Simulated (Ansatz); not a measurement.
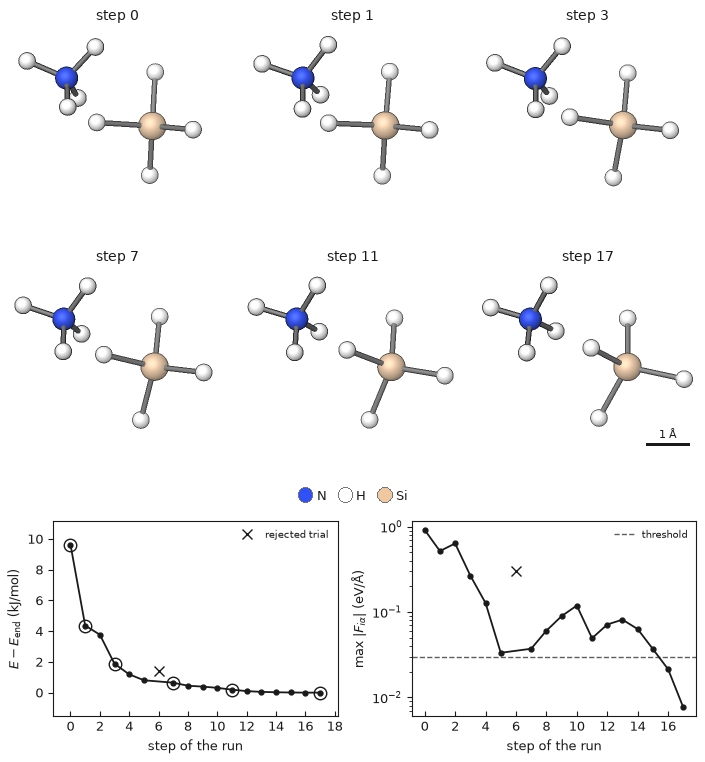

Frames of a relaxation of SiNH8 (charge +1) (coarse preliminary run), marked on the history of the run. Style: ball-and-stick. Shown from a free direction.

These are results of RKS PBE-D4/def2-SVP (Ansatz), not measurements. Settings: force threshold 0.03 eV/Å; at most 250 steps.

> Describe the path.

After 16 accepted moves (17 points after the start) the energy has fallen by 9.62 kJ/mol. The largest force component goes from 0.92 to 0.0076 eV/Å. The line search rejected the trial step at point 6 of the run. An H atom moves most after the best rigid fit: 0.79 Å. By element the largest moves are H 0.79 Å, N 0.17 Å, Si 0.14 Å. Among the contacts that change: H–Si 1.444 → 1.496 Å, H–N 1.082 → 1.069 Å, H–N 1.028 → 1.036 Å. Bond angles that change, for instance: H–Si–H 101.0° → 105.5°, H–Si–H 116.3° → 113.2°, H–Si–H 107.9° → 105.5°. From step 0 to 1: an H atom moves most (0.20 Å), energy −5.26 kJ/mol. From step 1 to 3: an H atom moves most (0.22 Å), energy −2.49 kJ/mol. From step 3 to 7: an H atom moves most (0.18 Å), energy −1.23 kJ/mol. From step 7 to 11: H atoms move most (0.25 Å), energy −0.45 kJ/mol. From step 11 to 17: an H atom moves most (0.26 Å), energy −0.20 kJ/mol.

| step | E − E(0), kJ/mol | largest force component, eV/Å | note |
| --- | --- | --- | --- |
| 0 | 0.00 | 0.9161 |  |
| 1 | -5.26 | 0.5182 |  |
| 2 | -5.85 | 0.6361 |  |
| 3 | -7.75 | 0.2675 |  |
| 4 | -8.43 | 0.1278 |  |
| 5 | -8.82 | 0.0333 |  |
| 6 | -8.19 | 0.3051 | rejected |
| 7 | -8.98 | 0.0372 |  |
| 8 | -9.17 | 0.0605 |  |
| 9 | -9.23 | 0.0896 |  |
| 10 | -9.31 | 0.1192 |  |
| 11 | -9.43 | 0.0494 |  |
| 12 | -9.52 | 0.0715 |  |
| 13 | -9.57 | 0.0815 |  |
| 14 | -9.60 | 0.0632 |  |
| 15 | -9.61 | 0.0369 |  |
| 16 | -9.62 | 0.0214 |  |
| 17 | -9.62 | 0.0076 |  |
